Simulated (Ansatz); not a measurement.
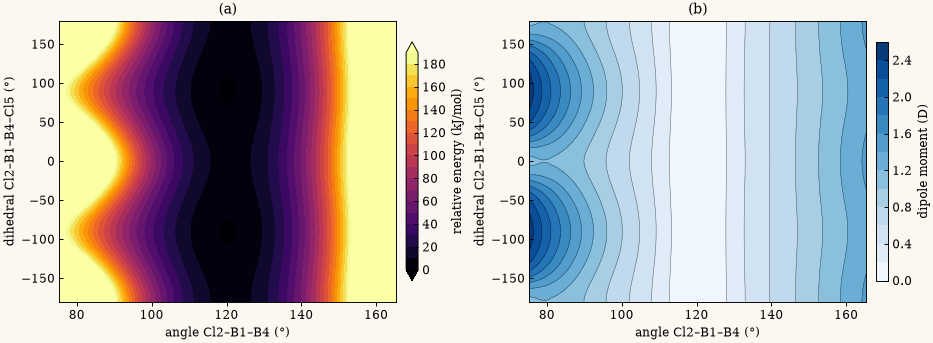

B2(Cl)4. 
- The first coordinate is: angle Cl2–B1–B4; the second: dihedral Cl2–B1–B4–Cl5.
- Nothing is relaxed (all other coordinates rigid).
- Grid: 9 × 10 points; 59 points were computed and 31 follow by symmetry.
- Energies: kJ/mol, counted from the lowest grid point.
- Level of theory: RKS r2SCAN-D4/def2-SVP in Ansatz 0.2.0.

Panel (a) is the energy and panel (b) the computed dipole moment on the same grid.

Drawn: filled contours, one colour for all values above the top of the scale. Between grid points the surface is interpolated.

> How does the dipole moment vary over the map, and what is it at the lowest grid point?

Leaving out the highest fifth of the energies, it runs from 0.00 D at angle Cl2–B1–B4 = 120.3°, dihedral Cl2–B1–B4–Cl5 = 108° to 2.44 D at angle Cl2–B1–B4 = 75.3°, dihedral Cl2–B1–B4–Cl5 = −108°. At the lowest grid point, angle Cl2–B1–B4 = 120.3°, dihedral Cl2–B1–B4–Cl5 = −108°, it is 0.00 D.
